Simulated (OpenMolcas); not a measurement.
# C2H4Si (SMILES C#C[SiH3]): HF/def2-SV(P)

Aim: the vertical singlet–triplet gap of C2H4Si at HF/def2-SV(P), from 2 runs. 

The results are computed with OpenMolcas 26.06.

## (1) The structure to begin with

C2H4Si: 7 atoms, total charge 0, spin state singlet. As SMILES, `C#C[SiH3]`. The coordinates come from a PBE0-D4/def2-TZVP relaxation.

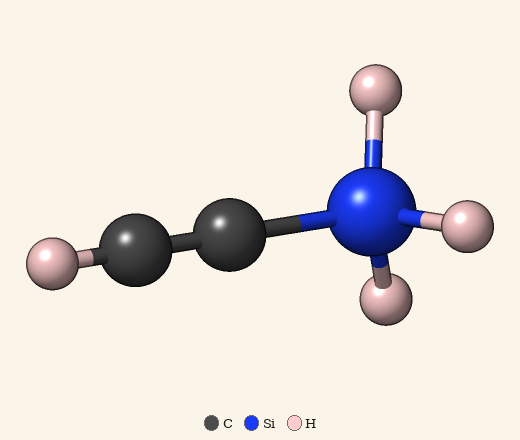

The structure, seen from a chosen angle (carbon dark grey, silicon blue, hydrogen pink).

## (2) The energy at HF/def2-SV(P)

File struct.xyz:

```xyz
7

C     -0.580700    -1.871400     0.172200
C     -0.218500    -0.726500     0.062400
Si     0.329800     1.004300    -0.103800
H     -0.901000    -2.883500     0.269300
H     -0.094500     1.528300    -1.425000
H     -0.281700     1.818100     0.974900
H      1.807900     1.062900     0.004400
```

File job.input:

```
&GATEWAY
  BasLib=$CurrDir
  Coord=struct.xyz
  Basis=def2-SVP
  Group=NoSym

&SEWARD

&SCF
  PrOrbitals=1 1
```

The basis set def2-SV(P) is read from a file made from the Basis Set Exchange's data (not shown).

Command:

```sh
$ export MOLCAS_MEM=1860
$ pymolcas job.input > job.log
```

Output (excerpt; [...] marks lines left out):

```text
--- Start Module: gateway ---
[...]
--- Stop Module: gateway /rc=_RC_ALL_IS_WELL_ ---
--- Start Module: seward ---
[...]
      Basis functions           54
--- Stop Module: seward /rc=_RC_ALL_IS_WELL_ ---
[...]
--- Start Module: scf ---
[...]
       Convergence after  10 Iterations
[...]
::    Total SCF energy                               -366.7744927597
[...]
      Total spin, S                                     0.0000000000
[...]
      Total electronic charge=   30.000000
      Total            charge=   -0.000000
[...]
      Dipole Moment (debye):
      Origin of the operator (angstrom)=    0.0031   -0.0275   -0.0048
                   X= -1.6776E-01               Y= -5.3168E-01               Z=  5.1200E-02           Total=  5.5987E-01
      Quadrupole Moment (debye*angstrom):
[...]
--- Stop Module: scf /rc=_RC_ALL_IS_WELL_ ---
[...]
```

Run time: 3.3 s. Hardware: 1 thread of Arm Neoverse N1, shared host; peak memory 0.39 GiB.

## (3) The triplet, same level

struct.xyz is that of step 2.

File job.input:

```
&GATEWAY
  BasLib
  $CurrDir
  Coord
  struct.xyz
  Basis
  def2-SVP
  Group
  NoSym

&SEWARD

&SCF
  UHF
  Spin
  3
  PrOrbitals
  1 1
```

The basis set def2-SV(P) is read from a file made from the Basis Set Exchange's data (not shown).

Command:

```sh
$ export MOLCAS_MEM=1860
$ pymolcas job.input > job.log
```

Output (excerpt; [...] marks lines left out):

```text
--- Start Module: gateway ---
[...]
--- Stop Module: gateway /rc=_RC_ALL_IS_WELL_ ---
--- Start Module: seward ---
[...]
      Basis functions           54
--- Stop Module: seward /rc=_RC_ALL_IS_WELL_ ---
[...]
--- Start Module: scf ---
[...]
       Convergence after  23 Iterations
[...]
::    Total SCF energy                               -366.6079854958
[...]
      Total spin, S                                     1.0059721469
[...]
      Total electronic charge=   30.000000
      Total            charge=   -0.000000
[...]
      Dipole Moment (debye):
      Origin of the operator (angstrom)=    0.0031   -0.0275   -0.0048
                   X= -3.3486E-01               Y= -1.0209E+00               Z=  1.3237E-01           Total=  1.0825E+00
      Quadrupole Moment (debye*angstrom):
[...]
--- Stop Module: scf /rc=_RC_ALL_IS_WELL_ ---
[...]
```

Wall time 4.8 s (1 thread of Arm Neoverse N1, shared host); peak memory 0.39 GiB.

## (4) Summary of results

Level: HF/def2-SV(P).

| quantity | value |
| --- | --- |
| singlet: total energy | -366.77449 Eh |
| singlet: dipole moment | 0.56 D |
| singlet: HOMO energy | -11.06 eV |
| singlet: LUMO energy | 3.81 eV |
| singlet: HOMO–LUMO gap | 14.87 eV |
| triplet: total energy | -366.60799 Eh |
| triplet: dipole moment | 1.08 D |
| triplet: HOMO energy (highest over α and β) | -6.19 eV |
| triplet: LUMO energy (lowest over α and β) | 0.35 eV |
| triplet: ⟨S²⟩ | 2.018 |
| vertical energy of the triplet above the singlet | 4.531 eV |

**Reading.** At this shape the triplet lies 4.53 eV (437 kJ/mol) above the singlet. Mulliken charges (triplet) run from -0.34 on C1 to +0.52 on Si3; they depend strongly on the basis.
